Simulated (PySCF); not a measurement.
# C₂H₅ClOSi: NMR shifts at several levels of theory, part 2 of 2

PySCF 2.14.0. Atoms count from 0.

## (9) Nuclear shieldings: wB97X-D/pcSseg-2

What the job is given:

```
{"job": {"kind": "nmr", "xc": "wB97X-D", "basis": "pcSseg-2", "pop": false}, "charge": 0, "multiplicity": 1}
C     -1.761920     0.478415     1.141136
C     -0.855650     0.218063     0.199213
Cl    -1.302966     0.184331    -1.497067
O      0.429382    -0.025196     0.436714
Si     1.670317    -0.427033    -0.643450
H     -2.798645     0.676046     0.878269
H     -1.446414     0.492627     2.184876
H      2.846701    -0.608459     0.244989
H      1.912022     0.680553    -1.608661
H      1.355728    -1.692228    -1.362789
```

With the program's defaults for keys left out, this is: GIAO wB97X-D/pcSseg-2 NMR shielding, non-relativistic, gas phase.

Standard output:

```text
coarse grid: 9608 points
cycle   1  E = -904.0694086589  dE =  5.638e-01  |g| = 7.164e-01  |ddm| = 2.249e+00
cycle   2  E = -904.0543346114  dE =  1.507e-02  |g| = 8.216e-01  |ddm| = 8.035e-01
cycle   3  E = -904.1678779687  dE = -1.135e-01  |g| = 5.841e-02  |ddm| = 4.291e-01
cycle   4  E = -904.1685335697  dE = -6.556e-04  |g| = 3.294e-02  |ddm| = 6.882e-02
cycle   5  E = -904.1687531307  dE = -2.196e-04  |g| = 1.173e-02  |ddm| = 2.766e-02
cycle   6  E = -904.1687853904  dE = -3.226e-05  |g| = 2.556e-03  |ddm| = 1.187e-02
cycle   7  E = -904.1687876367  dE = -2.246e-06  |g| = 6.443e-04  |ddm| = 4.271e-03
final grid: 84160 points
cycle   8  E = -904.1801720124  dE = -1.366e-04  |g| = 5.528e-03  |ddm| = 4.213e-02
cycle   9  E = -904.1801735279  dE = -1.515e-06  |g| = 4.975e-03  |ddm| = 8.138e-03
cycle  10  E = -904.1801782797  dE = -4.752e-06  |g| = 7.638e-04  |ddm| = 3.376e-03
cycle  11  E = -904.1801783497  dE = -7.008e-08  |g| = 4.143e-04  |ddm| = 6.737e-04
cycle  12  E = -904.1801783830  dE = -3.331e-08  |g| = 7.417e-05  |ddm| = 2.825e-04
cycle  13  E = -904.1801783846  dE = -1.573e-09  |g| = 2.303e-05  |ddm| = 1.168e-04
cycle  14  E = -904.1801783848  dE = -1.569e-10  |g| = 9.557e-06  |ddm| = 3.292e-05
converged SCF energy = -904.1801783848

GIAO shielding tensors (ppm)
atom      isotropic    diamagn.    paramagn.     s11        s22        s33       span
  0 C       87.503     254.110    -166.607     -6.479    122.874    146.114    152.593
  1 C       22.102     248.609    -226.507    -84.555     66.419     84.443    168.998
  2 Cl     659.937    1148.399    -488.462    453.114    503.767   1022.930    569.816
  3 O      202.088     394.767    -192.679    140.289    219.576    246.400    106.111
  4 Si     378.553     876.602    -498.049    344.813    348.978    441.869     97.055
  5 H       26.858      29.569      -2.711     24.511     24.664     31.399      6.888
  6 H       26.785      30.526      -3.742     23.983     25.005     31.365      7.382
  7 H       26.591      28.462      -1.871     23.645     24.872     31.256      7.611
  8 H       26.323      28.505      -2.182     23.141     25.127     30.700      7.559
  9 H       26.324      28.534      -2.211     23.151     25.113     30.708      7.557
```

Run time: 41 s. Hardware: 1 thread of Arm Neoverse V1, shared host; peak memory 1.1 GiB.

Key values: δ C1 162.3, C0 96.9, Cl2 276, O3 124.7, H7 4.94, H6 4.57 ppm (means over like atoms).

## (10) Nuclear shieldings: LC-wPBE/pcSseg-2

Settings changed since step 9:

```diff
@@ -1,2 +1,2 @@
-{"job": {"kind": "nmr", "xc": "wB97X-D", "basis": "pcSseg-2", "pop": false}, "charge": 0, "multiplicity": 1}
+{"job": {"kind": "nmr", "xc": "LC-wPBE", "basis": "pcSseg-2", "pop": false}, "charge": 0, "multiplicity": 1}
 C     -1.761920     0.478415     1.141136
```

Level: GIAO LC-wPBE/pcSseg-2 NMR shielding, non-relativistic, gas phase.

Standard output:

```text
coarse grid: 9608 points
cycle   1  E = -903.8034101533  dE =  5.987e-01  |g| = 7.260e-01  |ddm| = 2.248e+00
cycle   2  E = -903.8137526849  dE = -1.034e-02  |g| = 7.630e-01  |ddm| = 7.612e-01
cycle   3  E = -903.9091887490  dE = -9.544e-02  |g| = 5.760e-02  |ddm| = 3.843e-01
cycle   4  E = -903.9099792361  dE = -7.905e-04  |g| = 3.287e-02  |ddm| = 7.695e-02
cycle   5  E = -903.9102147542  dE = -2.355e-04  |g| = 1.194e-02  |ddm| = 2.824e-02
cycle   6  E = -903.9102510230  dE = -3.627e-05  |g| = 2.779e-03  |ddm| = 1.529e-02
cycle   7  E = -903.9102545682  dE = -3.545e-06  |g| = 1.011e-03  |ddm| = 5.701e-03
final grid: 84160 points
cycle   8  E = -903.9245560152  dE = -9.926e-05  |g| = 6.313e-03  |ddm| = 2.767e-02
cycle   9  E = -903.9245579862  dE = -1.971e-06  |g| = 3.415e-03  |ddm| = 3.791e-03
cycle  10  E = -903.9245594454  dE = -1.459e-06  |g| = 9.809e-04  |ddm| = 1.994e-03
cycle  11  E = -903.9245595698  dE = -1.244e-07  |g| = 2.219e-04  |ddm| = 5.167e-04
cycle  12  E = -903.9245595797  dE = -9.876e-09  |g| = 8.296e-05  |ddm| = 1.946e-04
cycle  13  E = -903.9245595813  dE = -1.575e-09  |g| = 1.941e-05  |ddm| = 8.421e-05
cycle  14  E = -903.9245595815  dE = -1.810e-10  |g| = 9.903e-06  |ddm| = 4.257e-05
converged SCF energy = -903.9245595815

GIAO shielding tensors (ppm)
atom      isotropic    diamagn.    paramagn.     s11        s22        s33       span
  0 C       86.381     253.746    -167.366    -14.172    122.598    150.716    164.888
  1 C       23.554     248.151    -224.597    -90.641     72.212     89.089    179.730
  2 Cl     673.198    1148.025    -474.827    467.424    520.463   1031.707    564.282
  3 O      215.053     393.750    -178.697    155.713    232.961    256.485    100.772
  4 Si     379.367     876.381    -497.014    344.618    348.378    445.104    100.486
  5 H       26.694      29.755      -3.060     24.347     24.383     31.354      7.007
  6 H       26.629      30.626      -3.997     23.717     24.842     31.328      7.611
  7 H       26.574      28.466      -1.893     23.599     24.837     31.285      7.686
  8 H       26.352      28.495      -2.142     23.153     25.151     30.753      7.600
  9 H       26.354      28.522      -2.168     23.163     25.140     30.759      7.596
```

It took 50 s on 1 thread of Arm Neoverse V1, shared host; peak memory 1.1 GiB.

In short: δ C1 164.7, C0 101.9, Cl2 272, O3 117.6, H7 4.89, H6 4.69 ppm (means over like atoms).

## (11) NMR shieldings: PBE0/STO-3G

Settings changed since step 10:

```diff
@@ -1,2 +1,2 @@
-{"job": {"kind": "nmr", "xc": "LC-wPBE", "basis": "pcSseg-2", "pop": false}, "charge": 0, "multiplicity": 1}
+{"job": {"kind": "nmr", "xc": "PBE0", "basis": "STO-3G", "pop": true}, "charge": 0, "multiplicity": 1}
 C     -1.761920     0.478415     1.141136
```

Method: GIAO PBE0/STO-3G NMR shielding, non-relativistic, gas phase.

Standard output:

```text
coarse grid: 9608 points
cycle   1  E = -893.2991722931  dE =  2.248e-01  |g| = 5.641e-01  |ddm| = 4.012e+00
cycle   2  E = -893.2371434024  dE =  6.203e-02  |g| = 7.833e-01  |ddm| = 1.648e+00
cycle   3  E = -893.4005221622  dE = -1.634e-01  |g| = 8.424e-02  |ddm| = 9.850e-01
cycle   4  E = -893.4021744212  dE = -1.652e-03  |g| = 4.917e-02  |ddm| = 1.842e-01
cycle   5  E = -893.4029703637  dE = -7.959e-04  |g| = 7.299e-03  |ddm| = 7.568e-02
cycle   6  E = -893.4029886875  dE = -1.832e-05  |g| = 1.080e-03  |ddm| = 1.197e-02
cycle   7  E = -893.4029891142  dE = -4.266e-07  |g| = 2.777e-04  |ddm| = 1.872e-03
final grid: 84160 points
cycle   8  E = -893.3532201113  dE = -9.200e-07  |g| = 4.719e-03  |ddm| = 1.271e-02
cycle   9  E = -893.3532137158  dE =  6.395e-06  |g| = 6.501e-03  |ddm| = 1.484e-02
cycle  10  E = -893.3532265935  dE = -1.288e-05  |g| = 8.536e-04  |ddm| = 9.354e-03
cycle  11  E = -893.3532268291  dE = -2.357e-07  |g| = 9.466e-05  |ddm| = 1.175e-03
cycle  12  E = -893.3532268318  dE = -2.636e-09  |g| = 1.580e-05  |ddm| = 1.502e-04
cycle  13  E = -893.3532268319  dE = -1.151e-10  |g| = 3.575e-06  |ddm| = 4.019e-05
converged SCF energy = -893.3532268319

GIAO shielding tensors (ppm)
atom      isotropic    diamagn.    paramagn.     s11        s22        s33       span
  0 C      153.674     254.186    -100.512     82.825    169.290    208.907    126.083
  1 C      112.636     256.800    -144.164     62.488    131.437    143.983     81.495
  2 Cl     905.110    1129.559    -224.448    821.336    825.039   1068.956    247.621
  3 O      323.126     379.812     -56.685    182.556    374.343    412.480    229.923
  4 Si     558.023     866.960    -308.938    514.255    521.026    638.788    124.532
  5 H       28.631      30.492      -1.861     25.267     26.511     34.114      8.847
  6 H       28.563      30.870      -2.307     25.171     26.165     34.354      9.183
  7 H       29.590      30.116      -0.526     25.534     27.159     36.076     10.542
  8 H       29.597      30.424      -0.827     25.540     27.866     35.384      9.844
  9 H       29.623      30.475      -0.852     25.572     27.888     35.408      9.836
```

Run time: 2.8 s. Hardware: 1 thread of Arm Neoverse V1, shared host; peak memory 0.49 GiB.

This run: δ C1 122.1, C0 81.0, Cl2 121, O3 18.6, H6 4.04, H5 3.97 ppm.

## (12) Nuclear shieldings: PBE0/6-31G

Settings changed since step 11:

```diff
@@ -1,2 +1,2 @@
-{"job": {"kind": "nmr", "xc": "PBE0", "basis": "STO-3G", "pop": true}, "charge": 0, "multiplicity": 1}
+{"job": {"kind": "nmr", "xc": "PBE0", "basis": "6-31G", "pop": true}, "charge": 0, "multiplicity": 1}
 C     -1.761920     0.478415     1.141136
```

With the program's defaults for keys left out, this is: GIAO PBE0/6-31G NMR shielding, non-relativistic, gas phase.

Standard output:

```text
coarse grid: 9608 points
cycle   1  E = -903.4898258389  dE =  6.662e-01  |g| = 6.444e-01  |ddm| = 3.103e+00
cycle   2  E = -903.3819475810  dE =  1.079e-01  |g| = 9.765e-01  |ddm| = 1.539e+00
cycle   3  E = -903.5824456704  dE = -2.005e-01  |g| = 5.533e-02  |ddm| = 8.883e-01
cycle   4  E = -903.5832746637  dE = -8.290e-04  |g| = 2.235e-02  |ddm| = 1.164e-01
cycle   5  E = -903.5833628787  dE = -8.822e-05  |g| = 1.370e-02  |ddm| = 3.654e-02
cycle   6  E = -903.5834101292  dE = -4.725e-05  |g| = 1.091e-03  |ddm| = 1.431e-02
cycle   7  E = -903.5834103934  dE = -2.642e-07  |g| = 5.485e-04  |ddm| = 1.973e-03
final grid: 84160 points
cycle   8  E = -903.5302918870  dE = -3.750e-06  |g| = 6.421e-03  |ddm| = 1.374e-02
cycle   9  E = -903.5302805974  dE =  1.129e-05  |g| = 1.001e-02  |ddm| = 1.406e-02
cycle  10  E = -903.5303003731  dE = -1.978e-05  |g| = 1.058e-03  |ddm| = 9.037e-03
cycle  11  E = -903.5303006645  dE = -2.914e-07  |g| = 2.303e-04  |ddm| = 1.432e-03
cycle  12  E = -903.5303006778  dE = -1.333e-08  |g| = 3.732e-05  |ddm| = 2.500e-04
cycle  13  E = -903.5303006782  dE = -3.283e-10  |g| = 1.991e-05  |ddm| = 7.493e-05
converged SCF energy = -903.5303006782

GIAO shielding tensors (ppm)
atom      isotropic    diamagn.    paramagn.     s11        s22        s33       span
  0 C      109.131     257.915    -148.783     30.104    136.417    160.874    130.770
  1 C       53.405     257.421    -204.016    -35.494     86.123    109.586    145.080
  2 Cl     716.195    1145.702    -429.507    510.686    596.526   1041.374    530.689
  3 O      221.723     403.672    -181.950    138.374    237.669    289.124    150.750
  4 Si     446.676     878.879    -432.203    406.423    412.240    521.364    114.941
  5 H       28.188      30.025      -1.836     25.737     25.825     33.003      7.266
  6 H       27.731      30.844      -3.112     24.836     25.291     33.068      8.232
  7 H       27.525      28.936      -1.411     23.451     25.980     33.144      9.694
  8 H       27.391      28.091      -0.701     23.421     26.021     32.730      9.309
  9 H       27.397      28.098      -0.701     23.448     26.029     32.714      9.266
```

It took 5.5 s on 1 thread of Arm Neoverse V1, shared host; peak memory 0.49 GiB.

Key values: δ C1 146.1, C0 90.4, Cl2 215, O3 96.8, H7 5.17, H6 4.88 ppm (means over like atoms).

## (13) Side by side: NMR shifts

Shifts (ppm) of some atoms, chosen among heavy atoms and hydrogens apart, means over like atoms, with basis size and wall time:

```
               run     C1     C0    H7    H6  Cl2     O3    Si4  functions   time
     PBE0/pcSseg-2  160.8   95.1  5.02  4.53  283  132.3  -37.5        264   30 s
 mPW1PW91/pcSseg-2  161.2   95.5  4.98  4.53  282  131.7  -38.0        264   31 s
     WP04/pcSseg-2  163.7   96.7  4.33  4.43  279  128.9  -45.4        264   32 s
    B97-2/pcSseg-2  158.2   92.9  4.91  4.49  276  129.8  -39.2        264   30 s
BHandHLYP/pcSseg-2  163.1   97.0  4.77  4.61  257  118.6  -41.9        264   29 s
CAM-B3LYP/pcSseg-2  164.7   97.6  4.93  4.59  281  128.0  -41.0        264   41 s
  wB97X-D/pcSseg-2  162.3   96.9  4.94  4.57  276  124.7  -37.8        264   41 s
  LC-wPBE/pcSseg-2  164.7  101.9  4.89  4.69  272  117.6  -32.7        264   50 s
       PBE0/STO-3G  122.1   81.0  3.00  4.04  121   18.6  -40.4         38  2.8 s
        PBE0/6-31G  146.1   90.4  5.17  4.88  215   96.8   -1.9         63  5.5 s
```

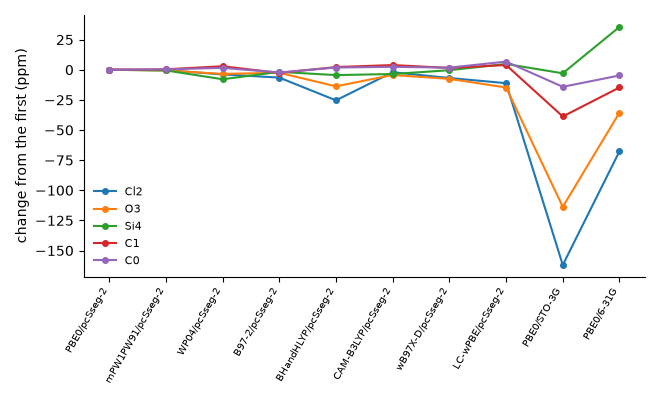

How five of the tabulated atoms move from run to run.

## (14) Outcome

The summary covers parts 1 to 2.

| quantity | value |
| --- | --- |
| rotational constants (main isotopes) | 4.95, 2.30, 1.60 GHz |
| 13C shifts against TMS (PBE0/pcSseg-2) | 160.8, 95.1 ppm |
| 1H shifts against TMS (PBE0/pcSseg-2, means over atoms taken as alike) | 5.02, 4.53, 4.46 ppm |
| 35Cl shifts against HCl (PBE0/pcSseg-2) | 283 ppm |
| 17O shifts against H2O (PBE0/pcSseg-2) | 132.3 ppm |
| 29Si shifts against TMS (PBE0/pcSseg-2) | -37.5 ppm |
| range of the shift of Cl2 | 121 to 283 ppm |
| property runs in this session | 10, of which 0 failed and 1 gave unsound results |

What this shows: Single values in the summary come from the first run of each kind that ended normally (PBE0/pcSseg-2), which need not be the best level. The optimisation took 6 steps and gained 0.218 eV; among the close pairs (by a distance rule), O3–Si4 changed most, from 1.626 to 1.694 Å. No frequency check was run at this level, so the end point may be a saddle. The most deshielded carbon is C1 (alkene carbon bearing oxygen), at 160.8 ppm: an sp2 carbon further deshielded by the attached heteroatom. At PBE0/pcSseg-2: Shielding is most anisotropic at Cl2 (span 553 ppm, paramagnetic term -490 ppm). In ppm, Cl2 moves most: its shift spreads over 162 ppm, from 121 (PBE0/STO-3G) to 283 (PBE0/pcSseg-2). A minimal basis is unusable for shieldings, so that end is no result.
